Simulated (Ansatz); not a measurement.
# MgH2: relaxing cell and atoms

The start is MgH2, a borrowed structure type, volume estimated. Where does it settle when we relax cell and atoms, and what is it like there?

All numbers below are computed with Ansatz 0.2.0 (DFT, LDA, no spin polarisation, plane waves, PAW).

### Step 1. The system as given

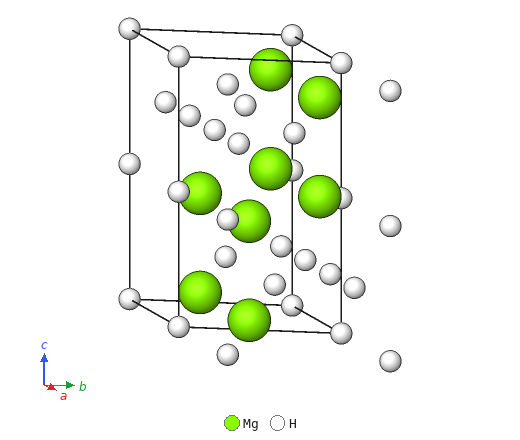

Viewed slightly off an axis; magnesium green, hydrogen white. 2×1×1 cells are drawn.

Symmetry: P6_3/mmc, No. 194, hexagonal system. The conventional cell has a = 4.493 Å, b = 4.493 Å, c = 7.399 Å, α = 90.00°, β = 90.00°, γ = 120.00°. Mg (site symmetry 3m) has 12 H at 2.62 to 2.67 Å and 4 Mg at 2.71 to 2.78 Å as nearest neighbours. H (site symmetry -3m) is surrounded by 6 H at 2.27 Å and 6 Mg at 2.64 Å. H (site symmetry mm2) has 6 H at 2.20 to 2.29 Å and 6 Mg at 2.62 to 2.67 Å as nearest neighbours.

As a file:

```xyz
12
Lattice="2.2467 3.8914 0.0000 -2.2467 3.8914 0.0000 0.0000 0.0000 7.3989" Properties=species:S:1:pos:R:3 pbc="T T T"
Mg    0.0000    2.5943    0.4943
Mg    0.0000    5.1886    4.1938
Mg    0.0000    2.5943    3.2051
Mg    0.0000    5.1886    6.9046
H     0.0000    0.0000    0.0000
H     0.0000    0.0000    3.6994
H    -1.1017    4.5525    1.8497
H     0.0000    1.3222    5.5492
H     1.1017    4.5525    1.8497
H     1.1017    3.2303    5.5492
H     0.0000    6.4607    1.8497
H    -1.1017    3.2303    5.5492
```

It starts from an earlier solution of the starting cell (checkpoint.read).

### Step 2. Relaxing

Contents of input.yaml:

```yaml
crystal:
  lattice:
    - [2.246716, 3.891426, 0.0]
    - [-2.246716, 3.891426, 0.0]
    - [0.0, 0.0, 7.398895]
  atoms:
    - { symbol: Mg, position: [0.33333, 0.33334, 0.06681] }
    - { symbol: Mg, position: [0.66667, 0.66666, 0.56681] }
    - { symbol: Mg, position: [0.33333, 0.33334, 0.43319] }
    - { symbol: Mg, position: [0.66667, 0.66666, 0.93319] }
    - { symbol: H, position: [0.0, 0.0, 0.0] }
    - { symbol: H, position: [0.0, 0.0, 0.5] }
    - { symbol: H, position: [0.33977, 0.83011, 0.25] }
    - { symbol: H, position: [0.16988, 0.16989, 0.75] }
    - { symbol: H, position: [0.83012, 0.33976, 0.25] }
    - { symbol: H, position: [0.66023, 0.16989, 0.75] }
    - { symbol: H, position: [0.83012, 0.83011, 0.25] }
    - { symbol: H, position: [0.16988, 0.66024, 0.75] }
  symmetry: { tolerance: 0.0003 }
kpoints:
  mp_grid: { grid: [8, 8, 4], shift: [0, 0, 0] }
magnetization:
  spin_polarized: false
scf:
  occupations: { method: fermi_dirac }
  lower_state_search: "off"
hamiltonian:
  pseudopotentials: { kind: paw }
  xc: lda
basis:
  ecutwfc: 420
  fft_grid_basis: typed
relax:
  max_steps: 40
  cell: { p_target: 0.0 }
  f_tol: 0.03
output:
  forces: true
  stress: true
  eigenvalues: true
  bader: true
  populations: true
  elf: true
  write_potential: true
  volumetric_format: npy
  dos:
    e_range: [-12, 8]
    de: 0.05
    projected: { site_lists: { H: [H], Mg: [Mg] } }
checkpoint:
  read: saved_state
```

On the command line:

```bash
$ ansatz run input.yaml --threads 2 --pin off --max-ram 2560MiB --backend cpu --events-out ev --progress --plain --runs-dir out
```

Output, shortened:

```text
Warning: the atoms were moved onto the symmetric positions of the space group found under crystal.symmetry.tolerance 3.0e-4 (fractional; no operation is sought that the atoms, as they stand in a round, miss by more than twice it, and no atom is moved by as much as it), and the run uses [...]
Warning: RAYON_NUM_THREADS=2 ignored (pool sized by the plan → 2); use --threads N
[...]
Pseudopotentials: kind: paw
Pseudopotential: Mg, paw, valence charge 10, recommended cutoff 420 eV (normal), Mg.paw.azcp
Pseudopotential: H, paw, valence charge 1, recommended cutoff 420 eV (normal), H.paw.azcp
Functional definition: SPW92
[...]
Crystal: 12 atoms, lattice volume = 129.376 Å³
Basis set: ecut = 420 eV, 2539 PW (Γ)
Bands: 36, of which v1, the nominal top of the filled ones, is band 24 counted from 1 (23 counted from 0)
Symmetry: 24 space group operations
Space group: P63/mmc (ITA 194), of the structure as read, at distance tolerance 1.5e-3 Å
k-points: 30 of 256
[...]
SCF iter   1: F=—  HF=-7722.544482 eV  |F-HF|=—  |Δ(HF+E_count)|=         —  Δρ=1.95e-3  dr2=6.62e-3  ethr=1.27e-5  ⟨swp⟩=2.1  Hψ=7217  notcnv=0
[...]
relax step   1: F+E_penalty+E_count = -7722.54281506 eV  Δ(F+E_penalty+E_count) = +0.000e0 eV  max|allowed force component| = 1.556e-1 eV/Å  Δτ_max = 0.0000 Å  P = -9.191 GPa  Ω = 129.376 Å³  (6 SCF iters, dr2 threshold 1.00e-7 eV, accepted)
[...]
relax step   2: F+E_penalty+E_count = -7723.36908430 eV  Δ(F+E_penalty+E_count) = -8.263e-1 eV  max|allowed force component| = 8.227e-2 eV/Å  Δτ_max = 0.0348 Å  P = -4.387 GPa  Ω = 111.581 Å³  energy of the carried Pulay correction = +1.017e-2 eV  (5 SCF iters, dr2 threshold 1.20e-6 eV, accepted)
[...]
relax step   3: F+E_penalty+E_count = -7723.56058985 eV  Δ(F+E_penalty+E_count) = -1.915e-1 eV  max|allowed force component| = 3.203e-1 eV/Å  Δτ_max = 0.0265 Å  P = +0.525 GPa  Ω = 101.488 Å³  energy of the carried Pulay correction = +1.665e-2 eV  (6 SCF iters, dr2 threshold 1.20e-6 eV, accepted)
[... from here on, the SCF cycles and remarks between the steps are left out ...]
```

### Step 3. More of the same log

Output, continued:

```text
relax step   4: F+E_penalty+E_count = -7723.72679051 eV  Δ(F+E_penalty+E_count) = -1.662e-1 eV  max|allowed force component| = 6.026e-1 eV/Å  Δτ_max = 0.0801 Å  P = +2.566 GPa  Ω = 98.651 Å³  energy of the carried Pulay correction = +1.857e-2 eV  (5 SCF iters, dr2 threshold 1.20e-6 eV, accepted)
relax step   5: F+E_penalty+E_count = -7724.07557216 eV  Δ(F+E_penalty+E_count) = -3.488e-1 eV  max|allowed force component| = 6.786e-1 eV/Å  Δτ_max = 0.1101 Å  P = +4.241 GPa  Ω = 97.047 Å³  energy of the carried Pulay correction = +1.968e-2 eV  (5 SCF iters, dr2 threshold 1.20e-6 eV, accepted)
relax step   6: F+E_penalty+E_count = -7724.89386975 eV  Δ(F+E_penalty+E_count) = -8.183e-1 eV  max|allowed force component| = 3.189e-1 eV/Å  Δτ_max = 0.1879 Å  P = +3.723 GPa  Ω = 100.216 Å³  energy of the carried Pulay correction = +1.750e-2 eV  (6 SCF iters, dr2 threshold 1.20e-6 eV, accepted)
relax step   7: F+E_penalty+E_count = -7725.29127043 eV  Δ(F+E_penalty+E_count) = -3.974e-1 eV  max|allowed force component| = 1.110e-1 eV/Å  Δτ_max = 0.1448 Å  P = +0.458 GPa  Ω = 105.772 Å³  energy of the carried Pulay correction = +1.383e-2 eV  (5 SCF iters, dr2 threshold 1.20e-6 eV, accepted)
relax step   8: F+E_penalty+E_count = -7725.26011528 eV  Δ(F+E_penalty+E_count) = +3.116e-2 eV  max|allowed force component| = 1.984e-1 eV/Å  Δτ_max = 0.0513 Å  P = +1.900 GPa  Ω = 105.550 Å³  energy of the carried Pulay correction = +1.397e-2 eV  (5 SCF iters, dr2 threshold 1.20e-6 eV, rejected (line search))
relax step   9: F+E_penalty+E_count = -7725.30404721 eV  Δ(F+E_penalty+E_count) = -1.278e-2 eV  max|allowed force component| = 1.266e-2 eV/Å  Δτ_max = 0.0268 Å  P = +0.281 GPa  Ω = 106.789 Å³  energy of the carried Pulay correction = +1.318e-2 eV  (8 SCF iters, accepted)
relax step  10: F+E_penalty+E_count = -7725.30426920 eV  Δ(F+E_penalty+E_count) = -2.220e-4 eV  max|allowed force component| = 5.789e-3 eV/Å  Δτ_max = 0.0052 Å  P = -0.091 GPa  Ω = 107.703 Å³  energy of the carried Pulay correction = +1.260e-2 eV  (4 SCF iters, dr2 threshold 2.55e-7 eV, accepted)
relax step  11: F+E_penalty+E_count = -7725.30445597 eV  Δ(F+E_penalty+E_count) = -1.868e-4 eV  max|allowed force component| = 2.150e-3 eV/Å  Δτ_max = 0.0004 Å  P = +0.001 GPa  Ω = 107.516 Å³  energy of the carried Pulay correction = +1.271e-2 eV  (4 SCF iters, dr2 threshold 3.50e-8 eV, accepted)
relax step  12: F+E_penalty+E_count = -7725.30745258 eV  Δ(F+E_penalty+E_count) = -2.997e-3 eV  max|allowed force component| = 1.596e-3 eV/Å  Δτ_max = 0.0000 Å  P = +0.026 GPa  Ω = 107.516 Å³  stress off target by 9.51e-2 GPa  SCF on the basis re-selected at this cell (its energy is not comparable with the rows above)  (5 SCF iters)
relax step  13: F+E_penalty+E_count = -7725.30745911 eV  Δ(F+E_penalty+E_count) = -6.531e-6 eV  max|allowed force component| = 7.722e-4 eV/Å  Δτ_max = 0.0003 Å  P = -0.000 GPa  Ω = 107.588 Å³  energy of the carried Pulay correction = -5.570e-5 eV  (3 SCF iters, dr2 threshold 2.26e-8 eV, accepted)
iter 1 solved again at ethr=2.60e-8 eV; its pass at ethr=3.10e-3 eV (dr2=1.25e-5 eV) is discarded
SCF iter   1: F=—  HF=-7725.307544 eV  |F-HF|=—  |Δ(HF+E_count)|=         —  Δρ=8.46e-6  dr2=2.25e-8  ethr=2.60e-8  ⟨swp⟩=3.2  Hψ=8072  notcnv=0
preconditioner: auto → Kerker (q_TF=auto, 2.385 Å⁻¹)  [metal: Δε(μ)=0.136 eV  Ē_g=8.838 eV  σ=0.100 eV  W_gap=0.33  n_scr=22 (ndim 8)  ℏωp=14.3 eV  f_vac=0.000  D(μ)=2.28/eV (n_scr^D=20)]
SCF iter   2: F=—  HF=-7725.307544 eV  |F-HF|=—  |Δ(HF+E_count)|=   2.39e-7  Δρ=4.64e-6  dr2=9.78e-9  ethr=4.70e-11  ⟨swp⟩=2.0  Hψ=1794  notcnv=0
SCF iter   3: F=—  HF=-7725.307544 eV  |F-HF|=—  |Δ(HF+E_count)|=   9.07e-9  Δρ=6.82e-7  dr2=2.75e-10  ethr=2.04e-11  ⟨swp⟩=1.5  Hψ=1116  notcnv=0
SCF iter   4: F=-7725.307544 eV  HF=-7725.307544 eV  |F-HF|=1.82e-12  |Δ(HF+E_count)|=  1.82e-10  Δρ=9.16e-8  dr2=5.69e-12  ethr=1.00e-12  ⟨swp⟩=7.8  Hψ=4831  notcnv=0
SCF 14 converged in 4 iterations: F = -7725.307544 eV  dr2 = 5.69e-12
relax step  14: F+E_penalty+E_count = -7725.30754438 eV  Δ(F+E_penalty+E_count) = -8.527e-5 eV  max|allowed force component| = 8.138e-4 eV/Å  Δτ_max = 0.0000 Å  P = +0.000 GPa  Ω = 107.588 Å³  stress off target by 6.06e-3 GPa  SCF on the basis re-selected at this cell (its energy is not comparable with the rows above)  (4 SCF iters)
basis re-selected at this cell: Δ(F+E_penalty+E_count) = -8.527e-5 eV, ΔP = +0.000 GPa vs the last step (what re-selecting the basis moved, of the pressure what is left beyond the Pulay correction that the steps carried, after the strain that the cell walked since its last selection, with what the two solves' SCF thresholds leave and, on support functions, any second-order correction that the steps lacked; it is no measure of the basis error at this ecutwfc). This SCF's stress stands 6.06e-3 GPa from its target on what of the cell is left free (relax.cell.stress_tol is 5.00e-2 GPa) and its largest allowed force component is 8.14e-4 eV/Å (relax.f_tol is 3.00e-2 eV/Å): within both
SCF converged after 4 iterations
Free energy (F): -7725.307544 eV
Harris-Foulkes:  -7725.307544 eV  (|F-HF|=1.82e-12)
Internal energy: -7725.233077 eV  (E = F + TS)
E sigma→0 (E₀):  -7725.270311 eV
Entropy (-TS):   -0.074467 eV (-6.206 meV/atom)
Fermi energy:    5.296237 eV
--- Per-component energies (eV) ---
  E_band       = -1448.993568
  E_kinetic    = 403.326614
  E_local      = -6716.922500  (includes V_loc(G=0)·N_el)
  E_nonlocal   = 395.965851
  E_hartree    = 2412.426894
  E_xc         = -183.308752
  E_vxc        = -238.666339  (∫ρ·V_xc dr)
  E_paw        = -1087.514131  (= ΣΔE_a)
  E_vpaw       = -117.543395  (= ΣTr[D̂ρ^β])
  E_aug_tail   = -0.007656  (compensation charges beyond the density's cutoff)
  E_ewald      = -2949.801315
  E_core_change = 0.601917  (= ΣΔE_core)
  E_smearing   = -0.074467  (= −TS)
  E_closure    = -0.000000  (closes the sum)
  Σ components = -7725.307544   (vs F -7725.307544, Δ=0.00e0)
--- Forces (eV/Å), atoms counted from 1 ---
  atom   1  Mg     0.00000000     0.00000000    -0.00081380
  atom   2  Mg    -0.00000000    -0.00000000    -0.00081380
  atom   3  Mg     0.00000000     0.00000000     0.00081380
  atom   4  Mg    -0.00000000    -0.00000000     0.00081380
  atom   5  H      0.00000000     0.00000000     0.00000000
  atom   6  H      0.00000000     0.00000000    -0.00000000
  atom   7  H      0.00023309     0.00013457     0.00000000
  atom   8  H      0.00000000     0.00026914     0.00000000
  atom   9  H     -0.00023309     0.00013457     0.00000000
  atom  10  H     -0.00023309    -0.00013457     0.00000000
  atom  11  H      0.00000000    -0.00026914     0.00000000
  atom  12  H      0.00023309    -0.00013457     0.00000000
  max |Σ_I F_I| component: 9.08e-18 eV/Å
--- Stress (GPa, compression-positive) ---
        0.003649      -0.000000       0.000000
       -0.000000       0.003649      -0.000000
        0.000000      -0.000000      -0.006060
  P = ⅓ Tr σ = 0.0004 GPa (0.004 kbar)
--- Band table (eV; the first three rows and the last of 30) ---
  k-point 0: bands = ["-70.2868", "-70.2761", "-70.2760", "-70.2655", "-37.7566", "-37.7449", "-37.7449", "-37.7421", "-37.7325", "-37.7325", "-37.6925", "-37.6925", "-37.6823", "-37.6823", "-37.6496", "-37.6402", "-4.4865", "-0.6975", "1.5478", "2.3130", "2.3130", "3.0884", "3.0884", "3.7281", "6.2975", "7.3064", "7.3064", "7.9472", "8.2855", "9.2832", "9.2832", "9.9359", "9.9359", "9.9672", "10.7278", "10.7278"]
  k-point 1: bands = ["-70.2853", "-70.2778", "-70.2743", "-70.2671", "-37.7431", "-37.7431", "-37.7414", "-37.7343", "-37.7343", "-37.7278", "-37.6910", "-37.6910", "-37.6837", "-37.6837", "-37.6649", "-37.6548", "-4.1830", "-1.8889", "2.4719", "2.4719", "3.0552", "3.0552", "3.0715", "3.9763", "6.3382", "6.8604", "6.8604", "7.2936", "7.6081", "7.7740", "7.7740", "11.3806", "11.4658", "12.0004", "12.0004", "12.0914"]
  k-point 2: bands = ["-70.2815", "-70.2815", "-70.2707", "-70.2707", "-37.7387", "-37.7387", "-37.7387", "-37.7387", "-37.7073", "-37.7073", "-37.6874", "-37.6874", "-37.6874", "-37.6874", "-37.6873", "-37.6873", "-3.2891", "-3.2891", "2.8260", "2.8260", "2.8260", "2.8260", "4.4325", "4.4325", "6.2796", "6.2796", "6.8061", "6.8061", "6.8061", "6.8061", "8.5145", "8.5145", "13.7489", "13.7489", "14.1805", "14.1805"]
  k-point 29: bands = ["-70.2773", "-70.2773", "-70.2749", "-70.2749", "-37.7443", "-37.7443", "-37.7179", "-37.7179", "-37.7085", "-37.7085", "-37.7052", "-37.7052", "-37.6892", "-37.6892", "-37.6818", "-37.6818", "-1.5175", "-1.5175", "-0.7375", "-0.7375", "0.9019", "0.9019", "5.5563", "5.5563", "6.6193", "6.6193", "9.0352", "9.0352", "9.4695", "9.4695", "10.6682", "10.6682", "11.3184", "11.3184", "14.3783", "14.3783"]
--- Relaxed structure (12 steps of the walk, 11 accepted, 2 SCFs on fresh bases) ---
  F+E_penalty+E_count = -7725.30754438 eV   max|allowed force component| = 8.138e-4 eV/Å   (the final SCF, on the basis selected at the relaxed cell)
  cell:  # Å, volume = 107.5884 Å³
    - [2.401137112937712, 4.1588914755473665, 0.0]
    - [-2.401137112937712, 4.1588914755473665, 0.0]
    - [0.0, 0.0, 5.386924193150171]
  atoms:
    - { symbol: Mg, position: [0.3333333333333334, 0.3333333333333334, -0.003635823595542633] }
    - { symbol: Mg, position: [0.6666666666666667, 0.6666666666666667, 0.4963641764044573] }
    - { symbol: Mg, position: [0.3333333333333334, 0.3333333333333334, 0.5036358235955426] }
    - { symbol: Mg, position: [0.6666666666666667, 0.6666666666666667, 1.0036358235955425] }
    - { symbol: H, position: [-2.558037975796896e-19, -5.131755250868254e-19, 7.815236716549372e-20] }
    - { symbol: H, position: [-2.5580379757968984e-19, -5.131755250868252e-19, 0.49999999999999994] }
    - { symbol: H, position: [0.3040931789373053, 0.8479534105313473, 0.24999999999999997] }
    - { symbol: H, position: [0.1520465894686526, 0.1520465894686526, 0.75] }
    - { symbol: H, position: [0.8479534105313473, 0.3040931789373053, 0.24999999999999997] }
    - { symbol: H, position: [0.6959068210626949, 0.1520465894686528, 0.75] }
    - { symbol: H, position: [0.8479534105313475, 0.8479534105313475, 0.24999999999999997] }
    - { symbol: H, position: [0.1520465894686528, 0.6959068210626949, 0.75] }
--- Löwdin populations: 12 sites ---
  site symbol       q [e]
     0     Mg      8.9770
     1     Mg      8.9770
     2     Mg      8.9770
     3     Mg      8.9770
     4      H      1.2082
     5      H      1.2082
     6      H      1.4573
     7      H      1.4573
     8      H      1.4573
     9      H      1.4573
    10      H      1.4573
    11      H      1.4573
  spilling = 0.019422 (of n_electrons = 48.000000)
--- Bader charges: 12 sites ---
  site symbol  charge [e]  shift [e]
     0     Mg      1.1987     0.0004
     1     Mg      1.1988     0.0004
     2     Mg      1.1987     0.0004
     3     Mg      1.1987     0.0004
     4      H     -0.1693     0.0000
     5      H     -0.1693     0.0000
     6      H     -0.7427     0.0002
     7      H     -0.7427     0.0002
     8      H     -0.7427     0.0002
     9      H     -0.7427     0.0002
    10      H     -0.7427     0.0002
    11      H     -0.7427     0.0002
  estimated error of the sums over rays = 3.9e-4 e
```

It took 2.4 min on 2 threads, shared host; peak memory 0.44 GiB.

Step by step:

```tsv
step	energy from step 1 (eV/cell)	largest force component (eV/Å)	pressure (GPa)	volume (Å³)
1	0.0000	0.1556	-9.19	129.38
2	-0.8263	0.0823	-4.39	111.58
3	-1.0178	0.3203	0.52	101.49
4	-1.1840	0.6026	2.57	98.65
5	-1.5328	0.6786	4.24	97.05
6	-2.3511	0.3189	3.72	100.22
7	-2.7485	0.1110	0.46	105.77
8x	-2.7173	0.1984	1.90	105.55
9	-2.7612	0.0127	0.28	106.79
10	-2.7615	0.0058	-0.09	107.70
11	-2.7616	0.0022	0.00	107.52
12	-2.7646	0.0016	0.03	107.52
13	-2.7646	0.0008	0.00	107.59
14	-2.7647	0.0008	0.00	107.59
```

Step 1 is the start. Steps 12, 14 repeat the geometry before on a plane-wave basis chosen anew for that cell, so the energy can jump there without any move; the table keeps such jumps. 1 step was tried and not accepted (marked x).

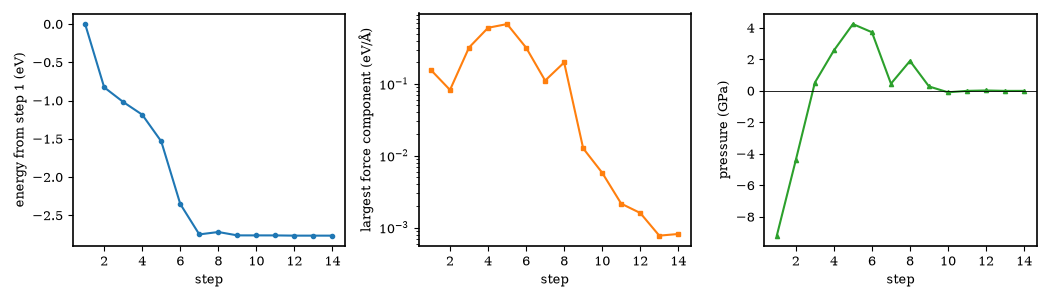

How energy and force, and the pressure, went from step to step.

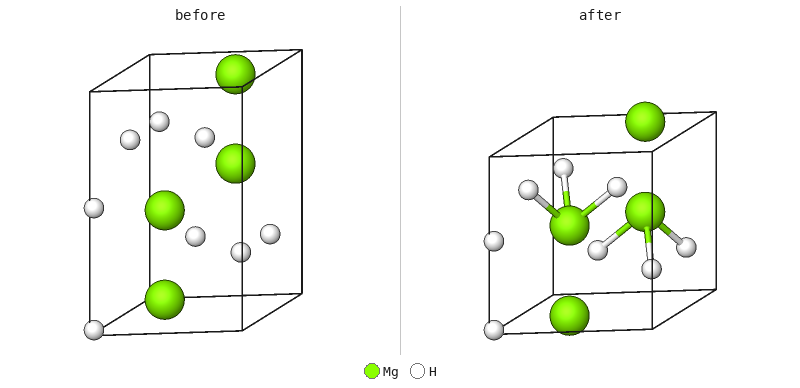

The structure before (left) and after (right), drawn at the same scale. Each atom of the cell is drawn once.

| input's cell | before | after | change |
| --- | --- | --- | --- |
| a (Å) | 4.493 | 4.802 | +6.9 % |
| b (Å) | 4.493 | 4.802 | +6.9 % |
| c (Å) | 7.399 | 5.387 | -27.2 % |
| volume (Å³/atom) | 10.78 | 8.97 | -16.8 % |

The largest move, 0.38 Å, apart from the change of the cell, is shared by several atoms, Mg2 among them.

### Step 4. Total and projected density of states

States per cell by energy window, from dos.tsv and pdos.tsv (tetrahedra; eV from the Fermi level):

```tsv
from	to	total	H s	Mg s
-4.5	-4.0	0.81	0.62	0.15
-4.0	-3.5	1.32	0.98	0.24
-3.5	-3.0	1.41	1.09	0.21
-3.0	-2.5	1.30	1.07	0.12
-2.5	-2.0	0.66	0.57	0.03
-2.0	-1.5	0.81	0.58	0.15
-1.5	-1.0	1.06	0.59	0.36
-1.0	-0.5	1.44	0.74	0.52
-0.5	0.0	0.48	0.23	0.19
0.0	0.5	1.36	0.46	0.73
0.5	1.0	0.75	0.36	0.29
1.0	1.5	1.19	0.59	0.36
1.5	2.0	1.13	0.40	0.31
2.0	2.5	1.39	0.34	0.34
2.5	3.0	1.49	0.33	0.26
3.0	3.5	1.32	0.18	0.19
```

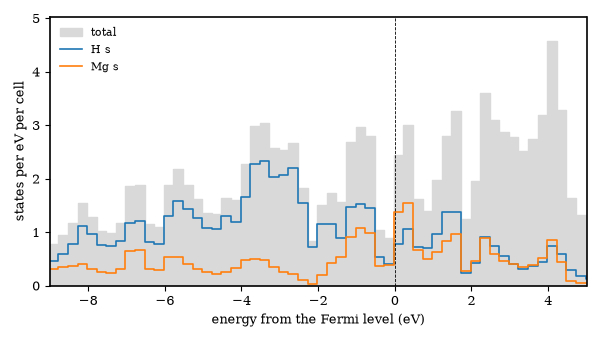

Total and projected density of states, in bins of 0.25 eV.

### Step 5. How the electrons are shared

Gathered by element (positive charge: electrons given up): Löwdin charges also hold the electrons that the projection spills.

```tsv
element	atoms	Bader charge (e)	Bader volume (Å³)	Löwdin charge (e)
Mg	4	+1.20	9.3	+1.02
H	8	-0.74 to -0.17	6.4 to 9.6	-0.46 to -0.21
```

The Löwdin projection spills 1.9 % of the electrons and depends on the orbitals chosen; where it disagrees with Bader's partition, neither is an observable.

### Step 6. Fields in real space

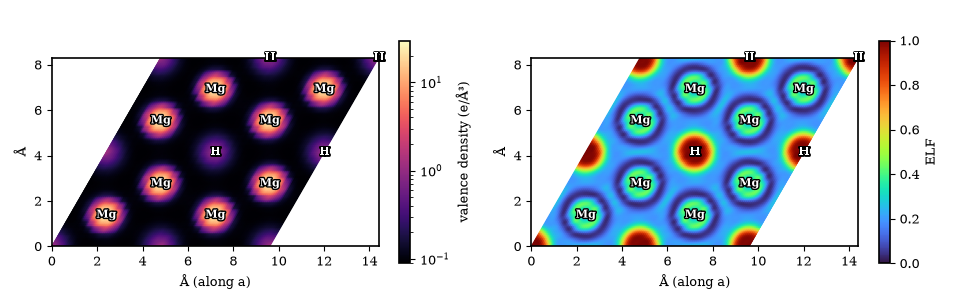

Valence density (left, log scale) and ELF (right) in the plane spanned by a and b at height 0.996 along c (axes of the input's cell); atoms within 0.2 Å are lettered, 2×2 cells. These are the smooth PAW fields, not the true ones near the nuclei.

At the density minimum on some short contacts:

```tsv
contact	length (Å)	minimum at (fraction)	density (e/Å³)	ELF
Mg1–H8	2.009	deep in a PAW sphere	–	–
```

### Step 7. Results

| quantity | value |
| --- | --- |
| moves | 10 |
| energy gained | 230.1 meV/atom |
| largest move | 0.38 Å (Mg) |
| space group (0.01 Å), before / after | P6_3/mmc / P6_3/mmc |
| cell | a = 4.802 Å, b = 4.802 Å, c = 5.387 Å, α = 90.00°, β = 90.00°, γ = 60.00° |
| volume | 8.97 Å³/atom (-16.8 %) |
| pressure at the end | 0.00 GPa |
| formation energy (elements from separate runs) | 0.41 eV/atom |
| character | metal |
| density of states, mean within 0.25 eV of the Fermi level | 1.7 per eV per cell |
| Bader charges | Mg +1.20, H -0.74 to -0.17 e |

What this shows: The volume shrank by 16.8 %, and the largest move of an atom is 0.38 Å apart from the change of the cell; the energy fell by 230.1 meV per atom. The shape changed more than that tells: the edges moved by +7, +7, -27 %. The run held to 24 symmetry operations, so a lower structure without them is not ruled out. The cell is metallic; within 0.25 eV of the Fermi level the density of states averages 1.7 per eV per cell, mostly Mg s (52 %) and H s (35 %). Mg loses most charge (+1.20 e on average) and H gains most (-0.60 e). Against the elements' reference phases (Mg hcp, H2 molecule; separate runs with the same functional) the formation energy is 0.41 eV per atom, so at this geometry it is not bound against them.
